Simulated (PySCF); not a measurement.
## Run report: InHF, energy and gradient calculation (part 2 of 2)

InHF, multiplicity 2, SMILES [F][InH]; TPSS/def2-TZVP, UKS, core potentials def2-svp (PySCF 2.14.0). The geometry comes from this level: PBE0-D4/def2-TZVP.

Geometry of the input (Å):
```
F  1.0884  0.9895  0.6943
In -0.5225  0.3551  -0.2448
H  -0.5769  -1.4094  -0.4628
```

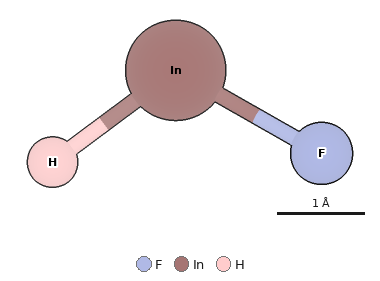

The structure as given in the input (ball-and-stick view, seen on its broad side). Sticks mark near contacts.

### Output, continued
```
MO #62  energy= 2.35678337342316   | 2.36721637102483   occ= 0 | 0
MO #63  energy= 2.50139554043083   | 2.51305079505394   occ= 0 | 0
MO #64  energy= 2.65747744092811   | 2.69335401186015   occ= 0 | 0
MO #65  energy= 2.92162600041327   | 2.94611477864128   occ= 0 | 0
MO #66  energy= 3.21742005310051   | 3.21963029717436   occ= 0 | 0
MO #67  energy= 3.22423338447908   | 3.22924080744667   occ= 0 | 0
MO #68  energy= 3.48182285223028   | 3.48951503637568   occ= 0 | 0
MO #69  energy= 3.91622067064441   | 3.92139974953103   occ= 0 | 0
MO #70  energy= 6.92310839564388   | 6.92831790184533   occ= 0 | 0
MO #71  energy= 6.92439921109647   | 6.92966835297307   occ= 0 | 0
MO #72  energy= 6.92971524244629   | 6.93392942740081   occ= 0 | 0
MO #73  energy= 6.93129711809509   | 6.93461351772814   occ= 0 | 0
MO #74  energy= 6.93138995848802   | 6.93528267289168   occ= 0 | 0
MO #75  energy= 6.93429238401252   | 6.93995273070072   occ= 0 | 0
MO #76  energy= 6.94253069245498   | 6.94825710198957   occ= 0 | 0
MO #77  energy= 8.26312221838634   | 8.26801768070947   occ= 0 | 0
MO #78  energy= 8.26530571914827   | 8.27021717344276   occ= 0 | 0
MO #79  energy= 8.38656609922804   | 8.39355256493374   occ= 0 | 0
MO #80  energy= 8.39990448566139   | 8.40925802250264   occ= 0 | 0
MO #81  energy= 8.65399700212317   | 8.66289138953947   occ= 0 | 0
MO #82  energy= 37.5898197767475   | 37.5905506710636   occ= 0 | 0
MO #83  energy= 38.6776719250989   | 38.678977892097    occ= 0 | 0
MO #84  energy= 38.7952218768606   | 38.7963580373091   occ= 0 | 0
MO #85  energy= 38.9180829739855   | 38.9179594505586   occ= 0 | 0
MO #86  energy= 56.7103018382778   | 56.7134663339284   occ= 0 | 0
MO #87  energy= 125.039151665353   | 125.04028047694    occ= 0 | 0

To work with the spin densities directly, `use mulliken_meta_spin()` only printing them here.

 ** Mulliken spin pop alpha/beta on meta-lowdin orthogonal AOs **
 ** Mulliken Spin Density (per AO)  **
spin_pop of  0 F 1s       -0.00000
spin_pop of  0 F 2s        0.00468
spin_pop of  0 F 3s        0.00523
spin_pop of  0 F 4s        0.00108
spin_pop of  0 F 5s        0.00000
spin_pop of  0 F 2px       0.05321
spin_pop of  0 F 2py       0.00044
spin_pop of  0 F 2pz       0.01270
spin_pop of  0 F 3px       0.00084
spin_pop of  0 F 3py       0.00330
spin_pop of  0 F 3pz       0.00043
spin_pop of  0 F 4px       0.00010
spin_pop of  0 F 4py       0.00021
spin_pop of  0 F 4pz       0.00002
spin_pop of  0 F 3dxy      0.00020
spin_pop of  0 F 3dyz      0.00007
spin_pop of  0 F 3dz^2     0.00001
spin_pop of  0 F 3dxz      0.00003
spin_pop of  0 F 3dx2-y2   -0.00001
spin_pop of  0 F 4dxy      0.00010
spin_pop of  0 F 4dyz      0.00004
spin_pop of  0 F 4dz^2     0.00000
spin_pop of  0 F 4dxz      0.00000
spin_pop of  0 F 4dx2-y2   -0.00000
spin_pop of  0 F 4f-3      0.00000
spin_pop of  0 F 4f-2      0.00000
spin_pop of  0 F 4f-1     -0.00000
spin_pop of  0 F 4f+0      0.00000
spin_pop of  0 F 4f+1      0.00000
spin_pop of  0 F 4f+2      0.00000
spin_pop of  0 F 4f+3      0.00000
spin_pop of  1 In 4s        0.00019
spin_pop of  1 In 5s        0.34459
spin_pop of  1 In 6s        0.00405
spin_pop of  1 In 7s        0.00065
spin_pop of  1 In 8s        0.00008
spin_pop of  1 In 9s        0.00056
spin_pop of  1 In 4px       0.00000
spin_pop of  1 In 4py       0.00080
spin_pop of  1 In 4pz       0.00142
spin_pop of  1 In 5px       0.00067
spin_pop of  1 In 5py       0.00004
spin_pop of  1 In 5pz       0.00017
spin_pop of  1 In 6px       0.00034
spin_pop of  1 In 6py       0.06430
spin_pop of  1 In 6pz       0.06144
spin_pop of  1 In 7px       0.01255
spin_pop of  1 In 7py       0.00145
spin_pop of  1 In 7pz       0.00295
spin_pop of  1 In 8px       0.00026
spin_pop of  1 In 8py       0.00020
spin_pop of  1 In 8pz       0.00006
spin_pop of  1 In 4dxy     -0.00196
spin_pop of  1 In 4dyz     -0.00097
spin_pop of  1 In 4dz^2    -0.00290
spin_pop of  1 In 4dxz     -0.00438
spin_pop of  1 In 4dx2-y2    0.00037
spin_pop of  1 In 5dxy      0.00178
spin_pop of  1 In 5dyz      0.00160
spin_pop of  1 In 5dz^2     0.00119
spin_pop of  1 In 5dxz      0.00227
spin_pop of  1 In 5dx2-y2    0.00021
spin_pop of  1 In 6dxy      0.00302
spin_pop of  1 In 6dyz      0.00498
spin_pop of  1 In 6dz^2     0.00439
spin_pop of  1 In 6dxz      0.00601
spin_pop of  1 In 6dx2-y2    0.00057
spin_pop of  1 In 4f-3      0.00007
spin_pop of  1 In 4f-2      0.00001
spin_pop of  1 In 4f-1      0.00002
spin_pop of  1 In 4f+0      0.00000
spin_pop of  1 In 4f+1      0.00000
spin_pop of  1 In 4f+2      0.00002
spin_pop of  1 In 4f+3      0.00000
spin_pop of  1 In 5f-3      0.00125
spin_pop of  1 In 5f-2     -0.00006
spin_pop of  1 In 5f-1      0.00061
spin_pop of  1 In 5f+0      0.00000
spin_pop of  1 In 5f+1      0.00003
spin_pop of  1 In 5f+2      0.00096
spin_pop of  1 In 5f+3      0.00046
spin_pop of  2 H 1s        0.37632
spin_pop of  2 H 2s        0.01783
spin_pop of  2 H 3s        0.00584
spin_pop of  2 H 2px       0.00033
spin_pop of  2 H 2py       0.00041
spin_pop of  2 H 2pz       0.00023
 ** Mulliken Spin Density (per atom)  **
spin density of  0 F =      0.08269
spin density of  1 In =      0.51635
spin density of  2 H =      0.40096
 ** Mulliken pop alpha/beta on meta-lowdin orthogonal AOs **
 ** Mulliken pop       alpha | beta **
pop of  0 F 1s        0.99999 | 0.99999
pop of  0 F 2s        0.99565 | 0.99097
pop of  0 F 3s        0.01029 | 0.00505
pop of  0 F 4s        0.00250 | 0.00141
pop of  0 F 5s        0.00009 | 0.00009
pop of  0 F 2px       0.96303 | 0.90982
pop of  0 F 2py       0.98173 | 0.98129
pop of  0 F 2pz       0.97059 | 0.95789
pop of  0 F 3px       0.00813 | 0.00729
pop of  0 F 3py       0.00716 | 0.00387
pop of  0 F 3pz       0.00491 | 0.00447
pop of  0 F 4px       0.00150 | 0.00141
pop of  0 F 4py       0.00048 | 0.00027
pop of  0 F 4pz       0.00054 | 0.00052
pop of  0 F 3dxy      0.00231 | 0.00211
pop of  0 F 3dyz      0.00090 | 0.00083
pop of  0 F 3dz^2     0.00119 | 0.00118
pop of  0 F 3dxz      0.00216 | 0.00213
pop of  0 F 3dx2-y2    0.00159 | 0.00159
pop of  0 F 4dxy      0.00110 | 0.00099
pop of  0 F 4dyz      0.00043 | 0.00039
pop of  0 F 4dz^2     0.00060 | 0.00060
pop of  0 F 4dxz      0.00090 | 0.00090
pop of  0 F 4dx2-y2    0.00072 | 0.00072
pop of  0 F 4f-3      0.00009 | 0.00009
pop of  0 F 4f-2      0.00009 | 0.00009
pop of  0 F 4f-1      0.00002 | 0.00002
pop of  0 F 4f+0      0.00004 | 0.00004
pop of  0 F 4f+1      0.00011 | 0.00011
pop of  0 F 4f+2      0.00004 | 0.00004
pop of  0 F 4f+3      0.00006 | 0.00006
pop of  1 In 4s        0.90418 | 0.90399
pop of  1 In 5s        0.89698 | 0.55239
pop of  1 In 6s        0.01088 | 0.00683
pop of  1 In 7s        0.02814 | 0.02749
pop of  1 In 8s        0.00939 | 0.00931
pop of  1 In 9s        0.06133 | 0.06076
pop of  1 In 4px       0.00348 | 0.00348
pop of  1 In 4py       0.12799 | 0.12718
pop of  1 In 4pz       0.12914 | 0.12773
pop of  1 In 5px       0.86242 | 0.86175
pop of  1 In 5py       0.87325 | 0.87321
pop of  1 In 5pz       0.87276 | 0.87258
pop of  1 In 6px       0.07217 | 0.07183
pop of  1 In 6py       0.08240 | 0.01810
pop of  1 In 6pz       0.09028 | 0.02884
pop of  1 In 7px       0.04669 | 0.03415
pop of  1 In 7py       0.00603 | 0.00458
pop of  1 In 7pz       0.00981 | 0.00686
pop of  1 In 8px       0.04608 | 0.04582
pop of  1 In 8py       0.00035 | 0.00015
pop of  1 In 8pz       0.00015 | 0.00008
pop of  1 In 4dxy      0.67367 | 0.67563
pop of  1 In 4dyz      0.67416 | 0.67513
pop of  1 In 4dz^2     0.68260 | 0.68550
pop of  1 In 4dxz      0.67987 | 0.68425
pop of  1 In 4dx2-y2    0.99923 | 0.99887
pop of  1 In 5dxy      0.18746 | 0.18568
pop of  1 In 5dyz      0.18215 | 0.18055
pop of  1 In 5dz^2     0.17555 | 0.17437
pop of  1 In 5dxz      0.16224 | 0.15997
pop of  1 In 5dx2-y2    0.00161 | 0.00140
pop of  1 In 6dxy      0.13452 | 0.13150
pop of  1 In 6dyz      0.13513 | 0.13015
pop of  1 In 6dz^2     0.13047 | 0.12607
pop of  1 In 6dxz      0.13238 | 0.12637
pop of  1 In 6dx2-y2    0.00165 | 0.00108
pop of  1 In 4f-3      0.00020 | 0.00013
pop of  1 In 4f-2      0.00012 | 0.00011
pop of  1 In 4f-1      0.00006 | 0.00004
pop of  1 In 4f+0      0.00007 | 0.00007
pop of  1 In 4f+1      0.00013 | 0.00012
pop of  1 In 4f+2      0.00013 | 0.00011
pop of  1 In 4f+3      0.00010 | 0.00010
pop of  1 In 5f-3      0.00216 | 0.00092
pop of  1 In 5f-2      0.00032 | 0.00039
pop of  1 In 5f-1      0.00095 | 0.00035
pop of  1 In 5f+0      0.00023 | 0.00023
pop of  1 In 5f+1      0.00029 | 0.00026
pop of  1 In 5f+2      0.00124 | 0.00027
pop of  1 In 5f+3      0.00068 | 0.00022
pop of  2 H 1s        0.88991 | 0.51359
pop of  2 H 2s        0.02936 | 0.01153
pop of  2 H 3s        0.00824 | 0.00240
pop of  2 H 2px       0.00053 | 0.00019
pop of  2 H 2py       0.01812 | 0.01771
pop of  2 H 2pz       0.00165 | 0.00142
In total            16.00000 | 15.00000
 ** Mulliken atomic charges   ( Nelec_alpha | Nelec_beta ) **
charge of  0F =     -0.83516  (     4.95892      4.87624 )
charge of  1In =      1.32980  (    10.09328      9.57693 )
charge of  2H =     -0.49463  (     0.94780      0.54684 )
Dipole moment(X, Y, Z, Debye): -2.34371, -0.51920, -1.32315
```

### Key numbers

| quantity | value |
| --- | --- |
| outcome | converged |
| total energy | −290.549592 hartree |
| basis functions | 87 |
| largest force | 0.342 eV/Å |
| ⟨S²⟩ | 0.756 |
| dipole moment | 2.74 D |
| hardware | 1 thread of Arm Neoverse V1, 24 GiB of memory available, shared host |
| wall time | 47 s |
| peak memory | 0.86 GiB |

### Remarks

The record of the run, not the program, notes: logged alpha LUMO and gap are faulty.
